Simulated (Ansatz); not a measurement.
## Rh wire along [100], 21 atoms a period: bands along the axis

Wanted: the relaxed geometry and the bands of the Rh wire along [100], 21 atoms a period.

Main program and level: Ansatz 0.2.0; DFT PBE, plane waves, PAW; relaxation of a wire's period; PAW set soft_1, in the first sound run; inputs show where later runs differ.

## 1. The structure

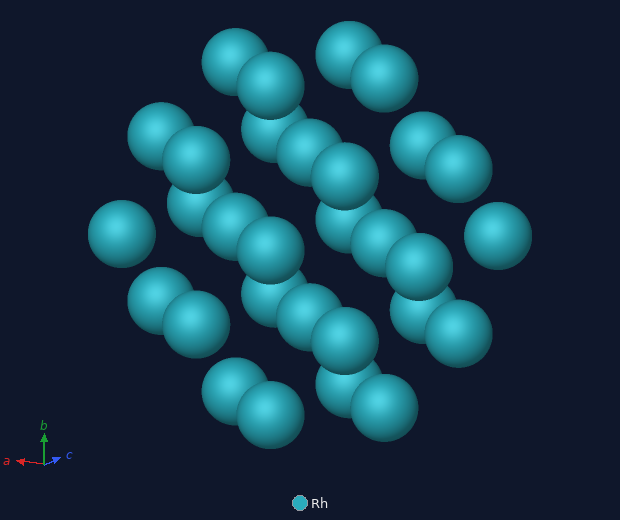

Start, viewed at a slant to the c axis; rhodium blue. Some periodic images of atoms are drawn too.

The cell holds 21 atoms: 21 Rh. Its edges and angles: a = 14.460 Å, b = 14.460 Å, c = 3.830 Å, α = 90.0°, β = 90.0°, γ = 90.0°. Vacuum lies along a and b. The structure's axis is c.

## 2. The relaxed wire

Band widths follow the bond lengths, so the wire is relaxed first. The atoms and the third cell vector are free; the box across stays fixed as vacuum. A Fermi-Dirac smearing is set since the result may be a metal. The pressure printed is a third of the stress's trace over the whole box, vacuum included; only the stress along the axis is relaxed.

Input file input.yaml:

```yaml
crystal:
  lattice:
    - [14.46, 0.0, 0.0]
    - [0.0, 14.46, 0.0]
    - [0.0, 0.0, 3.83]
  atoms:
    - { symbol: Rh, position: [0.235131397, 0.5, 0.0] }
    - { symbol: Rh, position: [0.367565698, 0.367565698, 0.0] }
    - { symbol: Rh, position: [0.367565698, 0.632434302, 0.0] }
    - { symbol: Rh, position: [0.5, 0.235131397, 0.0] }
    - { symbol: Rh, position: [0.5, 0.5, 0.0] }
    - { symbol: Rh, position: [0.5, 0.764868603, 0.0] }
    - { symbol: Rh, position: [0.632434302, 0.367565698, 0.0] }
    - { symbol: Rh, position: [0.632434302, 0.632434302, 0.0] }
    - { symbol: Rh, position: [0.764868603, 0.5, 0.0] }
    - { symbol: Rh, position: [0.235131397, 0.367565698, 0.5] }
    - { symbol: Rh, position: [0.235131397, 0.632434302, 0.5] }
    - { symbol: Rh, position: [0.367565698, 0.235131397, 0.5] }
    - { symbol: Rh, position: [0.367565698, 0.5, 0.5] }
    - { symbol: Rh, position: [0.367565698, 0.764868603, 0.5] }
    - { symbol: Rh, position: [0.5, 0.367565698, 0.5] }
    - { symbol: Rh, position: [0.5, 0.632434302, 0.5] }
    - { symbol: Rh, position: [0.632434302, 0.235131397, 0.5] }
    - { symbol: Rh, position: [0.632434302, 0.5, 0.5] }
    - { symbol: Rh, position: [0.632434302, 0.764868603, 0.5] }
    - { symbol: Rh, position: [0.764868603, 0.367565698, 0.5] }
    - { symbol: Rh, position: [0.764868603, 0.632434302, 0.5] }
kpoints:
  mp_grid: { grid: [1, 1, 21] }
scf:
  occupations: { method: fermi_dirac, width: 0.05 }
hamiltonian:
  xc: pbe
  pseudopotentials: { kind: paw, azcp: { folder: soft_1 } }
relax:
  cell: { fix: [a, b, alpha, beta, gamma] }
  max_steps: 45
  f_tol: 0.03
```

Started as:

```
$ ansatz run input.yaml --threads 4 --pin off --max-ram 16384MiB --backend cpu --events-out ev --progress --plain --runs-dir out
```

Numbers of over 12 decimals in the logs are rounded to 6 here.

What it wrote:

```text
Engine: ansatz 0.2.0, x86_64-unknown-linux-gnu
Pseudopotentials: kind: paw
Pseudopotential: Rh, paw, valence charge 17, recommended cutoff 420 eV (normal), soft_1/Rh.paw.azcp
Functional definition: PBE
  parameter kappa = 0.804
  parameter beta = 0.066725
  exchange = pbe_x(kappa = kappa, mu = beta*pi^2/3)
  correlation = pbe_c(beta = beta)
Crystal: 21 atoms, lattice volume = 800.821 Å³
Basis set: ecut = 420 eV, 15665 PW (Γ), exchange–correlation on 200×200×54 points (8 copies of the dense FFT grid, shifted against one another)
Bands: 215, of which v1, the nominal top of the filled ones, is band 179 counted from 1 (178 counted from 0)
Symmetry: 16 space group operations
Space group: P4/mmm (ITA 123), of the structure as read, at distance tolerance 9.3e-5 Å
k-points: 11 of 21
Non-local potential: Rh, projectors of the file, l = 0: 3, l = 1: 2, l = 2: 2, l = 3: 1
PAW form: soft (Blöchl's): semilocal exchange-correlation on the pseudo side does not see the compensation charge
PAW one-centre angular grid: Rh, 590 points (default); XC on 64 Gauss nodes
Initial density: superposition of atomic densities (neutral atoms: chi_scale 0, normalization atom)
Initial wavefunctions: pseudopotential atomic-orbital guess
Functional: x = pbe(κ = 0.804, μ = 0.219515), c = pbe(β = 0.066725)
SCF iter   1: F=—  HF=-134450.932950 eV  |F-HF|=—  |Δ(HF+E_count)|=         —  Δρ=5.39e-2  dr2=4.06e1  ethr=3.10e-3  ⟨swp⟩=7.2  Hψ=8645  notcnv=0  defer=61
preconditioner: auto → LDOS  [metal: Δε(μ)=0.011 eV  Ē_g=4.762 eV  σ=0.050 eV  W_gap=0.05  n_scr=186 (ndim 8)  ℏωp=18.0 eV  f_vac=0.506  D(μ)=41.26/eV (n_scr^D=366)  β→1.0]
SCF iter   2: F=—  HF=-134457.585249 eV  |F-HF|=—  |Δ(HF+E_count)|=    6.65e0  Δρ=7.29e-2  dr2=5.70e1  ethr=3.10e-3  ⟨swp⟩=3.3  Hψ=6279  notcnv=0  defer=127
SCF iter   3: F=—  HF=-134442.158848 eV  |F-HF|=—  |Δ(HF+E_count)|=    1.54e1  Δρ=1.73e-2  dr2=2.30e0  ethr=3.10e-3  ⟨swp⟩=2.7  Hψ=5194  notcnv=0  defer=128
SCF iter   4: F=—  HF=-134441.504898 eV  |F-HF|=—  |Δ(HF+E_count)|=   6.54e-1  Δρ=3.25e-3  dr2=1.77e-1  ethr=6.43e-4  ⟨swp⟩=2.4  Hψ=4633  notcnv=0  defer=128
SCF iter   5: F=—  HF=-134441.485001 eV  |F-HF|=—  |Δ(HF+E_count)|=   1.99e-2  Δρ=1.37e-3  dr2=3.02e-2  ethr=4.95e-5  ⟨swp⟩=3.0  Hψ=4260  notcnv=0  defer=128
SCF iter   6: F=—  HF=-134441.481164 eV  |F-HF|=—  |Δ(HF+E_count)|=   3.84e-3  Δρ=4.95e-4  dr2=3.73e-3  ethr=8.46e-6  ⟨swp⟩=2.5  Hψ=4111  notcnv=0  defer=128
SCF iter   7: F=—  HF=-134441.480679 eV  |F-HF|=—  |Δ(HF+E_count)|=   4.86e-4  Δρ=1.71e-4  dr2=4.72e-4  ethr=1.05e-6  ⟨swp⟩=2.1  Hψ=3289  notcnv=0  defer=128
SCF iter   8: F=—  HF=-134441.480698 eV  |F-HF|=—  |Δ(HF+E_count)|=   1.91e-5  Δρ=6.96e-5  dr2=7.78e-5  ethr=1.32e-7  ⟨swp⟩=2.0  Hψ=3266  notcnv=0  defer=128
SCF iter   9: F=—  HF=-134441.477751 eV  |F-HF|=—  |Δ(HF+E_count)|=   2.95e-3  Δρ=2.69e-5  dr2=1.04e-5  ethr=2.18e-8  ⟨swp⟩=2.0  Hψ=3380  notcnv=0  defer=128
SCF iter  10: F=—  HF=-134441.477750 eV  |F-HF|=—  |Δ(HF+E_count)|=   5.50e-7  Δρ=6.64e-6  dr2=4.36e-7  ethr=2.92e-9  ⟨swp⟩=2.2  Hψ=3302  notcnv=0  defer=128
SCF iter  11: F=-134441.477750 eV  HF=-134441.477750 eV  |F-HF|=3.07e-8  |Δ(HF+E_count)|=   9.00e-8  Δρ=2.31e-6  dr2=5.49e-8  ethr=2.80e-11  ⟨swp⟩=5.0  Hψ=8400  notcnv=0
SCF 1 converged in 11 iterations: F = -134441.477750 eV  dr2 = 5.49e-8
  greatest PAW one-centre occupation: 1.000 electrons in one spin orbital (limit 2), on the Rh atom at site 15 (counted from 0), in its partial waves of l = 0
relax step   1: F+E_penalty+E_count = -134441.47775020 eV  Δ(F+E_penalty+E_count) = +0.000e0 eV  max|allowed force component| = 1.102e0 eV/Å  Δτ_max = 0.0000 Å  P = -4.724 GPa  Ω = 800.821 Å³  fix = [a, b, alpha, beta, gamma]  reactions: a -4.320, b -4.320 GPa  (11 SCF iters, dr2 threshold 1.00e-7 eV, accepted)
Crystal: 21 atoms, lattice volume = 768.270 Å³
Basis set: ecut = 420 eV, 14953 PW (Γ), exchange–correlation on 200×200×54 points (8 copies of the dense FFT grid, shifted against one another)
Initial density: handed on by an earlier stage of this run
Initial wavefunctions: those handed on with the density
SCF iter   1: F=—  HF=-134442.720780 eV  |F-HF|=—  |Δ(HF+E_count)|=         —  Δρ=2.49e-2  dr2=1.29e1  ethr=3.10e-3  ⟨swp⟩=6.0  Hψ=8121  notcnv=0  defer=70
preconditioner: auto → LDOS  [metal: Δε(μ)=0.017 eV  Ē_g=5.096 eV  σ=0.050 eV  W_gap=0.09  n_scr=186 (ndim 8)  ℏωp=18.4 eV  f_vac=0.540  D(μ)=32.68/eV (n_scr^D=290)  β→1.0]
SCF iter   2: F=—  HF=-134442.324925 eV  |F-HF|=—  |Δ(HF+E_count)|=   3.96e-1  Δρ=1.12e-2  dr2=8.44e-1  ethr=3.10e-3  ⟨swp⟩=2.0  Hψ=3312  notcnv=0  defer=131
SCF iter   3: F=—  HF=-134442.217995 eV  |F-HF|=—  |Δ(HF+E_count)|=   1.07e-1  Δρ=5.65e-3  dr2=3.97e-1  ethr=2.36e-4  ⟨swp⟩=3.0  Hψ=4855  notcnv=0  defer=130
SCF iter   4: F=—  HF=-134442.169486 eV  |F-HF|=—  |Δ(HF+E_count)|=   4.85e-2  Δρ=1.81e-3  dr2=4.22e-2  ethr=1.11e-4  ⟨swp⟩=2.0  Hψ=3632  notcnv=0  defer=128
SCF iter   5: F=—  HF=-134442.165559 eV  |F-HF|=—  |Δ(HF+E_count)|=   3.93e-3  Δρ=4.06e-4  dr2=2.27e-3  ethr=1.18e-5  ⟨swp⟩=2.0  Hψ=3073  notcnv=0  defer=126
SCF iter   6: F=—  HF=-134442.165609 eV  |F-HF|=—  |Δ(HF+E_count)|=   4.98e-5  Δρ=1.26e-4  dr2=1.87e-4  ethr=6.36e-7  ⟨swp⟩=2.2  Hψ=3557  notcnv=0  defer=126
SCF iter   7: F=—  HF=-134442.162641 eV  |F-HF|=—  |Δ(HF+E_count)|=   2.97e-3  Δρ=3.10e-5  dr2=1.22e-5  ethr=5.22e-8  ⟨swp⟩=2.1  Hψ=3199  notcnv=0  defer=126
SCF iter   8: F=-134442.162643 eV  HF=-134442.162644 eV  |F-HF|=1.10e-6  |Δ(HF+E_count)|=   2.89e-6  Δρ=1.18e-5  dr2=1.64e-6  ethr=5.88e-10  ⟨swp⟩=5.0  Hψ=8614  notcnv=0
SCF 2 converged in 8 iterations: F = -134442.162643 eV  dr2 = 1.64e-6
  greatest PAW one-centre occupation: 1.000 electrons in one spin orbital (limit 2), on the Rh atom at site 17 (counted from 0), in its partial waves of l = 0
relax step   2: F+E_penalty+E_count = -134442.16264255 eV  Δ(F+E_penalty+E_count) = -6.849e-1 eV  max|allowed force component| = 1.021e0 eV/Å  Δτ_max = 0.1968 Å  P = +4.406 GPa  Ω = 768.270 Å³  energy of the carried Pulay correction = +7.278e-3 eV  fix = [a, b, alpha, beta, gamma]  reactions: a +4.405, b +4.405 GPa  (8 SCF iters, dr2 threshold 2.10e-6 eV, accepted)
Crystal: 21 atoms, lattice volume = 779.926 Å³
Basis set: ecut = 420 eV, 15273 PW (Γ), exchange–correlation on 200×200×54 points (8 copies of the dense FFT grid, shifted against one another)
iter 1 solved again at ethr=1.16e-3 eV; its pass at ethr=3.10e-3 eV (dr2=4.14e0 eV) is discarded
SCF iter   1: F=—  HF=-134442.889985 eV  |F-HF|=—  |Δ(HF+E_count)|=         —  Δρ=1.33e-2  dr2=4.12e0  ethr=1.16e-3  ⟨swp⟩=2.5  Hψ=10749  notcnv=0
[...]
relax step   4: F+E_penalty+E_count = -134442.76055515 eV  Δ(F+E_penalty+E_count) = -2.965e-2 eV  max|allowed force component| = 5.119e-2 eV/Å  Δτ_max = 0.0135 Å  P = -0.091 GPa  Ω = 776.303 Å³  energy of the carried Pulay correction = +5.454e-3 eV  fix = [a, b, alpha, beta, gamma]  reactions: a -0.065, b -0.065 GPa  (6 SCF iters, dr2 threshold 2.10e-6 eV, accepted)
[...]
relax step   5: F+E_penalty+E_count = -134442.76233031 eV  Δ(F+E_penalty+E_count) = -1.775e-3 eV  max|allowed force component| = 1.340e-2 eV/Å  Δτ_max = 0.0098 Å  P = -0.039 GPa  Ω = 776.054 Å³  energy of the carried Pulay correction = +5.511e-3 eV  fix = [a, b, alpha, beta, gamma]  reactions: a -0.024, b -0.024 GPa  (7 SCF iters, dr2 threshold 1.64e-7 eV, accepted)
[...]
relax step   6: F+E_penalty+E_count = -134442.76282117 eV  Δ(F+E_penalty+E_count) = -4.909e-4 eV  max|allowed force component| = 7.098e-3 eV/Å  Δτ_max = 0.0026 Å  P = -0.001 GPa  Ω = 775.141 Å³  energy of the carried Pulay correction = +5.717e-3 eV  fix = [a, b, alpha, beta, gamma]  reactions: a -0.013, b -0.013 GPa  (7 SCF iters, dr2 threshold 1.17e-8 eV, accepted)
Basis set: ecut = 420 eV, 15177 PW (Γ), exchange–correlation on 200×200×50 points (8 copies of the dense FFT grid, shifted against one another)
Initial wavefunctions: pseudopotential atomic-orbital guess (no wavefunctions were taken with the density)
iter 1 solved again at ethr=2.63e-7 eV; its pass at ethr=3.10e-3 eV (dr2=9.41e-4 eV) is discarded
SCF iter   1: F=—  HF=-134442.758407 eV  |F-HF|=—  |Δ(HF+E_count)|=         —  Δρ=7.91e-5  dr2=8.50e-6  ethr=2.63e-7  ⟨swp⟩=4.8  Hψ=17523  notcnv=0
preconditioner: auto → LDOS  [metal: Δε(μ)=0.019 eV  Ē_g=4.815 eV  σ=0.050 eV  W_gap=0.09  n_scr=186 (ndim 8)  ℏωp=18.3 eV  f_vac=0.527  D(μ)=34.41/eV (n_scr^D=314)  β→1.0]
SCF iter   2: F=—  HF=-134442.755672 eV  |F-HF|=—  |Δ(HF+E_count)|=   2.73e-3  Δρ=3.12e-5  dr2=4.51e-6  ethr=2.38e-9  ⟨swp⟩=3.0  Hψ=4777  notcnv=0
SCF iter   3: F=—  HF=-134442.755671 eV  |F-HF|=—  |Δ(HF+E_count)|=   1.34e-6  Δρ=9.91e-6  dr2=6.60e-7  ethr=1.26e-9  ⟨swp⟩=2.6  Hψ=4336  notcnv=0
SCF iter   4: F=—  HF=-134442.755671 eV  |F-HF|=—  |Δ(HF+E_count)|=   1.26e-7  Δρ=2.26e-6  dr2=3.22e-8  ethr=1.85e-10  ⟨swp⟩=3.4  Hψ=5100  notcnv=0
SCF iter   5: F=—  HF=-134442.755671 eV  |F-HF|=—  |Δ(HF+E_count)|=   1.34e-9  Δρ=5.91e-7  dr2=1.12e-9  ethr=9.01e-12  ⟨swp⟩=2.0  Hψ=3817  notcnv=0
SCF iter   6: F=—  HF=-134442.755671 eV  |F-HF|=—  |Δ(HF+E_count)|=   1.16e-9  Δρ=2.01e-7  dr2=3.26e-10  ethr=1.00e-12  ⟨swp⟩=5.0  Hψ=8682  notcnv=0
SCF iter   7: F=-134442.755671 eV  HF=-134442.755671 eV  |F-HF|=5.82e-11  |Δ(HF+E_count)|=    0.00e0  Δρ=4.62e-8  dr2=2.57e-11  ethr=1.00e-12  ⟨swp⟩=4.2  Hψ=7346  notcnv=0
SCF 7 converged in 7 iterations: F = -134442.755671 eV  dr2 = 2.57e-11
relax step   7: F+E_penalty+E_count = -134442.75567086 eV  Δ(F+E_penalty+E_count) = +7.150e-3 eV  max|allowed force component| = 7.673e-3 eV/Å  Δτ_max = 0.0000 Å  P = +0.009 GPa  Ω = 775.141 Å³  fix = [a, b, alpha, beta, gamma]  reactions: a -0.003, b -0.003 GPa  stress off target by 3.31e-2 GPa on what of the cell is left free  SCF on the basis re-selected at this cell (its energy is not comparable with the rows above)  (7 SCF iters)
basis re-selected at this cell: Δ(F+E_penalty+E_count) = +7.150e-3 eV, ΔP = +0.010 GPa vs the last step (what re-selecting the basis moved, of the pressure what is left beyond the Pulay correction that the steps carried, after the strain that the cell walked since its last selection, with what the two solves' SCF thresholds leave and, on support functions, any second-order correction that the steps lacked; it is no measure of the basis error at this ecutwfc). The dense FFT grid was sized anew with the basis: this SCF ran on 100×100×25 points, the steps before it on 100×100×27, so part of this shift can come from that change (see relax.cell in the input reference). [rest of the remark cut]
SCF converged after 7 iterations
Free energy (F): -134442.755671 eV
Harris-Foulkes:  -134442.755671 eV  (|F-HF|=5.82e-11)
Internal energy: -134442.466630 eV  (E = F + TS)
E sigma→0 (E₀):  -134442.611151 eV
Entropy (-TS):   -0.289041 eV (-13.764 meV/atom)
Fermi energy:    5.470167 eV
--- Per-component energies (eV) ---
  E_band       = -7682.288658
  E_kinetic    = 11267.582088
  E_local      = -237817.708419  (includes V_loc(G=0)·N_el)
  E_nonlocal   = 6295.880678
  E_hartree    = 111969.706708
  E_xc         = -4212.558919
  E_vxc        = -5282.543416  (∫ρ·V_xc dr)
  E_paw        = -75681.823159  (= ΣΔE_a)
  E_vpaw       = -6084.912893  (= ΣTr[D̂ρ^β])
  E_aug_tail   = 0.000886  (compensation charges beyond the density's cutoff)
  E_ewald      = 53736.453507
  E_smearing   = -0.289041  (= −TS)
  E_closure    = -0.000000  (closes the sum)
  Σ components = -134442.755671   (vs F -134442.755671, Δ=0.00e0)
--- Forces (eV/Å), atoms counted from 1 ---
  atom   1  Rh    -0.00767316    -0.00000000    -0.00000000
  atom   2  Rh    -0.00005332    -0.00005332    -0.00000000
  atom   3  Rh    -0.00005332     0.00005332    -0.00000000
  atom   4  Rh     0.00000000    -0.00767316     0.00000000
  atom   5  Rh     0.00000000     0.00000000     0.00000000
  atom   6  Rh    -0.00000000     0.00767316     0.00000000
  atom   7  Rh     0.00005332    -0.00005332    -0.00000000
  atom   8  Rh     0.00005332     0.00005332     0.00000000
  atom   9  Rh     0.00767316    -0.00000000    -0.00000000
  atom  10  Rh    -0.00223534     0.00150782    -0.00000000
  atom  11  Rh    -0.00223534    -0.00150782    -0.00000000
  atom  12  Rh     0.00150782    -0.00223534     0.00000000
  atom  13  Rh     0.00077830    -0.00000000    -0.00000000
  atom  14  Rh     0.00150782     0.00223534    -0.00000000
  atom  15  Rh     0.00000000     0.00077830     0.00000000
  atom  16  Rh     0.00000000    -0.00077830     0.00000000
  atom  17  Rh    -0.00150782    -0.00223534    -0.00000000
  atom  18  Rh    -0.00077830    -0.00000000     0.00000000
  atom  19  Rh    -0.00150782     0.00223534     0.00000000
  atom  20  Rh     0.00223534     0.00150782    -0.00000000
  atom  21  Rh     0.00223534    -0.00150782    -0.00000000
  max |Σ_I F_I| component: 2.03e-26 eV/Å
--- Stress (GPa, compression-positive) ---
       -0.003474       0.000000       0.000000
        0.000000      -0.003474      -0.000000
        0.000000      -0.000000       0.033097
  P = ⅓ Tr σ = 0.0087 GPa (0.087 kbar)
--- Relaxed structure (6 steps of the walk, 6 accepted, 1 SCFs on fresh bases) ---
  F+E_penalty+E_count = -134442.75567086 eV   max|allowed force component| = 7.673e-3 eV/Å   (the final SCF, on the basis selected at the relaxed cell)
  cell:  # Å, volume = 775.1413 Å³
    - [14.46, 0.0, 0.0]
    - [0.0, 14.46, 0.0]
    - [0.0, 0.0, 3.707185]
  atoms:
    - { symbol: Rh, position: [0.239481, 0.500000, 0.0] }
    - { symbol: Rh, position: [0.363342, 0.363342, 0.0] }
    - { symbol: Rh, position: [0.363342, 0.636658, 0.0] }
    - { symbol: Rh, position: [0.500000, 0.239481, 0.0] }
    - { symbol: Rh, position: [0.500000, 0.500000, 0.0] }
    - { symbol: Rh, position: [0.500000, 0.760519, 0.0] }
    - { symbol: Rh, position: [0.636658, 0.363342, 0.0] }
    - { symbol: Rh, position: [0.636658, 0.636658, 0.0] }
    - { symbol: Rh, position: [0.760519, 0.500000, 0.0] }
    - { symbol: Rh, position: [0.240296, 0.371734, 0.5] }
    - { symbol: Rh, position: [0.240296, 0.628266, 0.5] }
    - { symbol: Rh, position: [0.371734, 0.240296, 0.5] }
    - { symbol: Rh, position: [0.369542, 0.500000, 0.5] }
    - { symbol: Rh, position: [0.371734, 0.759704, 0.5] }
    - { symbol: Rh, position: [0.500000, 0.369542, 0.5] }
    - { symbol: Rh, position: [0.500000, 0.630458, 0.5] }
    - { symbol: Rh, position: [0.628266, 0.240296, 0.5] }
    - { symbol: Rh, position: [0.630458, 0.500000, 0.5] }
    - { symbol: Rh, position: [0.628266, 0.759704, 0.5] }
    - { symbol: Rh, position: [0.759704, 0.371734, 0.5] }
    - { symbol: Rh, position: [0.759704, 0.628266, 0.5] }
```

Run time: 12 min. Hardware: 4 threads of AMD EPYC 7571, shared host; peak memory 3.8 GiB; 45 min of CPU time.

(Continued in part 2 of 2.)

[Logs are printed without paths, hosts, clocks, repeated set-up lines and the standing remarks that a program may print on its own settings, such as how far it seeks lower states.]

[Hosts, paths, dates, database ids (printed as entryN), source tags and the programs' standing remarks are cut or masked in the printed files.]
